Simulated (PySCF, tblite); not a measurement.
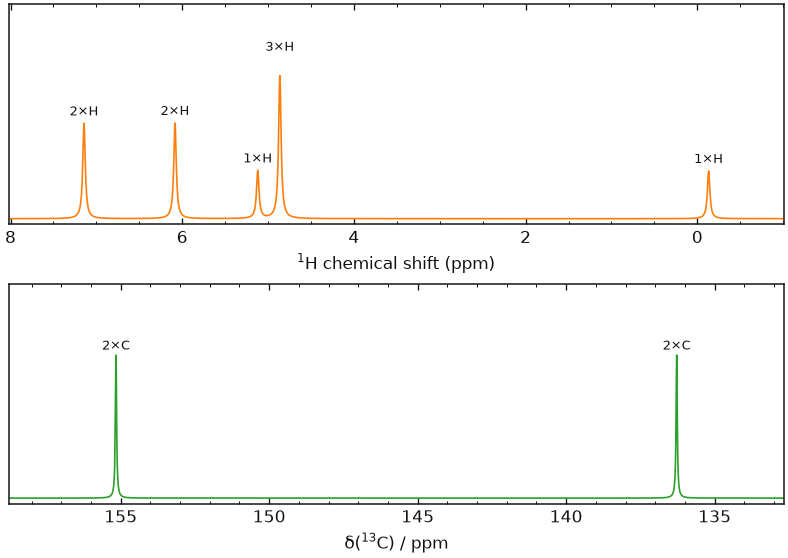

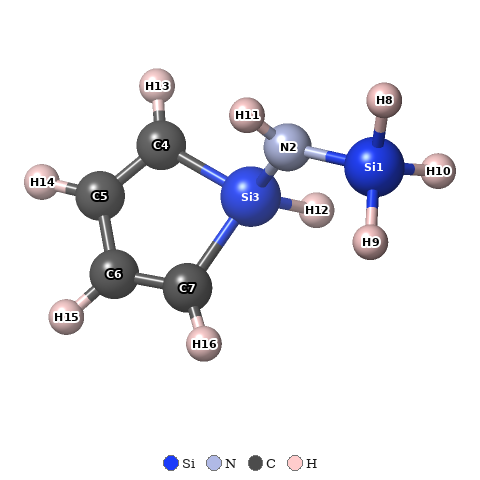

Spectrum and numbered structure of C₄H₉NSi₂, SMILES [SiH3]N[SiH]1C=CC=C1. GIAO shifts, PBE0/pcSseg-1, PySCF 2.14.0, at a GFN2-xTB geometry (a minimum by its frequencies), against TMS for ¹H and TMS for ¹³C computed at the same level. Gas phase, fully decoupled, line heights follow the number of nuclei, widths are arbitrary (no quadrupolar broadening); values of one conformer, averaged over nuclei that symmetry, rotation about single bonds, ring flips or inversion at nitrogen exchange, these motions taken as fast; other conformers aren't averaged in. Protons on N, O or S are those of the isolated molecule, without hydrogen bonds to neighbours or exchange.

Which atoms give which ¹H line?

```csv
δ (ppm),nuclei,atoms
7.14,2,"H14, H15"
6.08,2,"H13, H16"
5.12,1,H12
4.86,3,"H8, H9, H10"
−0.13,1,H11
```

Assign the ¹³C signals to the numbered atoms.

```csv
δ (ppm),nuclei,atoms
155.2,2,"C5, C6"
136.3,2,"C4, C7"
```

Caveats: the tight-binding geometry is rougher than a DFT one and adds to the error.
